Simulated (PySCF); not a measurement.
# HNO3 (peroxynitrous acid): a first try and a second

Aim: the harmonic vibrations of HNO3 (peroxynitrous acid) at LC-BLYP/cc-pVDZ (sfX2C, density fitting with aug-cc-pvtz-jkfit).

The calculation is run with PySCF 2.14.0.

3 further runs of the same task are left out: 3 set aside as unsound or not needed.

**1. The molecule**

The species is HNO3 (5 atoms), meant as a singlet with charge 0. SMILES: `O=NOO`. The coordinates come from a GFN2-xTB symmetrised relaxation. This is one conformer, not always the lowest.

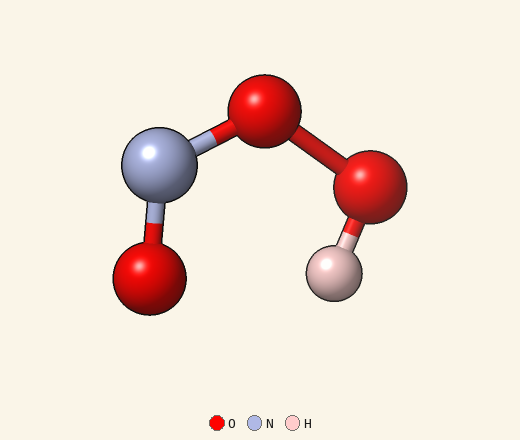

The structure, seen from a chosen angle (oxygen red, nitrogen light blue, hydrogen pink).

**2. First attempt**

job.py

```python
import numpy
from pyscf import gto, dft, symm
from pyscf.hessian import thermo

mol = gto.M(
    atom='''
O        0.294715      -0.833032       1.034285
N       -0.658525      -0.535692       0.366845
O       -0.539895       0.329678      -0.558625
O        0.739255       0.940818      -0.789355
H        1.308475       0.500168      -0.118405
''',
    verbose=4,
    basis='cc-pcvdz',
    charge=0,
    spin=0,
    max_memory=1860,
)

mf = dft.RKS(mol)
mf.xc = 'lc_blyp'
mf = mf.sfx2c1e()
mf = mf.density_fit(auxbasis='aug-cc-pvtz-jkfit')
mf.kernel()

energy = mf.e_tot
print('Final energy', energy)
hess = mf.Hessian().kernel()
modes = thermo.harmonic_analysis(mol, hess)
print('frequencies (1/cm)', numpy.round(modes['freq_wavenumber'], 1))
symm.geom.TOLERANCE = 1e-3  # for the symmetry number
th = thermo.thermo(mf, modes['freq_au'], 298.15, 101325)
thermo.dump_thermo(mol, th)
```

On the command line:

```console
$ OMP_NUM_THREADS=1 python job.py
```

Log:

```text
pyscf.lib.exceptions.BasisNotFoundError: Basis set not found for H in cc-pcvdz
```

Run time: 0.74 s. Hardware: 1 thread of Arm Neoverse V1, shared host; peak memory 0.11 GiB.

**3. Reading the log**

The program refused the input.

The telling line is `pyscf.lib.exceptions.BasisNotFoundError: Basis set not found for H in cc-pcvdz`. What is wrong: the program or basis doesn't cover what is asked for. To mend it: basis set cc-pVDZ in place of cc-pCVDZ.

**4. Try two**

calc.py

```python
import numpy
from pyscf import gto, dft, symm
from pyscf.hessian import thermo

molecule = gto.M(
    atom='''
O    0.294715  -0.833032   1.034285
N   -0.658525  -0.535692   0.366845
O   -0.539895   0.329678  -0.558625
O    0.739255   0.940818  -0.789355
H    1.308475   0.500168  -0.118405
''',
    max_memory=1860,
    charge=0,
    basis='cc-pvdz',
    verbose=4,
)

calc0 = dft.RKS(molecule, xc='lc_blyp')
calc0 = calc0.x2c()
calc0 = calc0.density_fit(auxbasis='aug-cc-pvtz-jkfit')
calc0.diis_space = 12
calc0.damp = 0.4
calc0.diis_start_cycle = 8
calc0 = calc0.newton()
calc0.kernel()

e_final = calc0.e_tot
print(f'total energy: {e_final:.8f} hartree')
hess = calc0.Hessian().kernel()
modes = thermo.harmonic_analysis(molecule, hess)
print('frequencies (1/cm)', numpy.round(modes['freq_wavenumber'], 1))
symm.geom.TOLERANCE = 1e-3  # for the symmetry number
th = thermo.thermo(calc0, modes['freq_au'], 298.15, 101325)
thermo.dump_thermo(molecule, th)
```

On the command line:

```console
$ OMP_NUM_THREADS=1 python calc.py
```

Log:

```text
PySCF version 2.14.0

[INPUT] num. atoms = 5
[INPUT] num. electrons = 32
[INPUT] charge = 0
[INPUT] spin (= nelec alpha-beta = 2S) = 0
[INPUT] symmetry False subgroup None
[INPUT] Mole.unit = angstrom
[INPUT] Symbol           X                Y                Z      unit          X                Y                Z       unit  Magmom
[INPUT]  1 O      0.294715000000  -0.833032000000   1.034285000000 AA    0.556930634801  -1.574202332999   1.954515384746 Bohr   0.0
[INPUT]  2 N     -0.658525000000  -0.535692000000   0.366845000000 AA   -1.244431896179  -1.012311167121   0.693236580166 Bohr   0.0
[INPUT]  3 O     -0.539895000000   0.329678000000  -0.558625000000 AA   -1.020253686022   0.623001129294  -1.055648256335 Bohr   0.0
[INPUT]  4 O      0.739255000000   0.940818000000  -0.789355000000 AA    1.396989486215   1.777888353061  -1.491664765056 Bohr   0.0
[INPUT]  5 H      1.308475000000   0.500168000000  -0.118405000000 AA    2.472659390840   0.945180536271  -0.223753021779 Bohr   0.0

nuclear repulsion = 123.36913817841
number of shells = 23
number of NR pGTOs = 111
number of NR cGTOs = 61
basis = cc-pvdz
ecp = {}

******** <class 'pyscf.soscf.newton_ah.SecondOrderDFsfX2C1eRKS'> ********
method = SecondOrderDFsfX2C1eRKS
initial guess = minao
damping factor = 0.4
level_shift factor = 0
DIIS = <class 'pyscf.scf.diis.CDIIS'>
diis_start_cycle = 8
diis_space = 12
diis_damp = 0
SCF conv_tol = 1e-09
SCF conv_tol_grad = None
SCF max_cycles = 50
direct_scf = False
XC library pyscf.dft.libxc version 7.0.0
    S. Lehtola, C. Steigemann, M. J.T. Oliveira, and M. A.L. Marques.,  SoftwareX 7, 1–5 (2018)
XC functionals = lc_blyp
radial grids:
    Treutler-Ahlrichs [JCP 102, 346 (1995); DOI:10.1063/1.469408] (M4) radial grids

becke partition: Becke, JCP 88, 2547 (1988); DOI:10.1063/1.454033
pruning grids: <function nwchem_prune>
grids dens level: 3
symmetrized grids: False
atomic radii adjust function: <function treutler_atomic_radii_adjust>
small_rho_cutoff = 0

******** <class 'pyscf.x2c.sfx2c1e.SpinFreeX2CHelper'> ********
approx = 1e
xuncontract = 1
******** <class 'pyscf.df.df_jk.DFsfX2C1eRKS'> Newton solver flags ********
SCF tol = 1e-09
conv_tol_grad = None
max. SCF cycles = 50
direct_scf = False
max_cycle_inner = 12
max_stepsize = 0.05
ah_start_tol = 1e+09
ah_level_shift = 0
ah_conv_tol = 1e-12
ah_lindep = 1e-14
ah_start_cycle = 1
ah_max_cycle = 40
ah_grad_trust_region = 2.5
kf_interval = 4
kf_trust_region = 5
canonicalization = True
Set conv_tol_grad to 3.16228e-05
Initial guess from minao.
tot grids = 65960
Create RSH-DF object <pyscf.df.df.DF object> for omega=0.33
******** <class 'pyscf.df.df.DF'> ********
auxbasis = auxmol.basis = aug-cc-pvtz-jkfit
  HOMO = -0.292212245752983  LUMO = -0.0726246685743397  gap/eV = 5.97528
Initial guess E= -280.329917381133  |g|= 1.02568
macro= 0  E= -280.504064702044  delta_E= -0.174147  |g|= 0.0553657  4 KF 16 JK
macro= 1  E= -280.526827932706  delta_E= -0.0227632  |g|= 0.158653  2 KF 6 JK
macro= 2  E= -280.528967750669  delta_E= -0.00213982  |g|= 2.82137e-05  4 KF 14 JK
macro= 3  E= -280.528967750671  delta_E= -1.13687e-12  |g|= 8.66991e-06  1 KF 2 JK
Canonicalize SCF orbitals
macro X = 4  E=-280.528967750671  |g|= 8.66991e-06  total 12 KF 43 JK
converged SCF energy = -280.528967750671
total energy: -280.52896775 hartree
frequencies (1/cm) [  94.2  284.4  463.6  830.1  934.3 1139.9 1359.6 1659.6 3598.7]
temperature 298.1500 [K]
pressure 101325.00 [Pa]
Rotational constants [GHz] 23.17031 7.65321 5.75301
Symmetry number 1
Zero-point energy (ZPE) 0.02361 [Eh]   61993.227 [J/mol]
                           tot       elec      trans        rot        vib
Entropy [J/mol/K]       283.807      0.000    160.420     97.362     26.025
Cv [J/mol/K]             51.952      0.000     12.472     12.472     27.008
Cp [J/mol/K]             60.266      0.000     20.786     12.472     27.008
Internal energy [J/mol]                      3718.434   3718.434  66163.562
Internal energy [Eh]   -280.50093  -280.52897
Enthalpy [J/mol]                             6197.391   3718.434  66163.562
Enthalpy [Eh]          -280.49999
Gibbs free energy [J/mol]                  -41631.859 -25310.062  58404.217
Gibbs free energy [Eh] -280.53222
```

It took 71 s on 1 thread of Arm Neoverse V1, shared host; peak memory 0.82 GiB.

**5. What came out**

Level: LC-BLYP/cc-pVDZ (sfX2C, density fitting with aug-cc-pvtz-jkfit).

| quantity | value |
| --- | --- |
| total energy | -280.52897 Eh |
| dipole moment | 0.88 D |
| HOMO energy | -10.72 eV |
| LUMO energy | 0.38 eV |
| HOMO–LUMO gap | 11.11 eV |
| lowest harmonic wavenumber | 94 cm⁻¹ |
| highest harmonic wavenumber | 3599 cm⁻¹ |
| zero-point energy | 62.0 kJ/mol |
| ideal-gas entropy at 298.15 K (symmetry number 1 as used) | 67.8 cal/(mol K) |

What this shows: All 9 modes are real. The vibrations are taken at a shape not relaxed at this level, so they aren't the harmonic values of a minimum.
